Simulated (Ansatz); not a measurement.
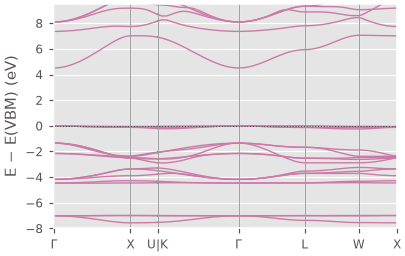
Fig. 1. Band structure from DFT-PBEsol in the program Ansatz with PAW potentials

Question: Read off the gap and where the band edges lie.

Answer: About 4.5 eV (4.51 eV by a search for the band edges); maximum on the Γ–L line, 92 % of the way from Γ, minimum at Γ.

The material is ZnSO4 in space group F-43m (No. 216; Zn on 4c, S on 4a, O on 16e).

The workflow started from a Materials Project entry (that database holds measured and hypothetical structures alike); the Crystallography Open Database files this formula in space group No. 216, but the cells were not matched. Whether it is the stable phase at ambient conditions was not checked. The cell was relaxed with PBEsol under the symmetry of its start; its stability against distortions is not shown here.

Potentials: the later of the program's two PAW sets.
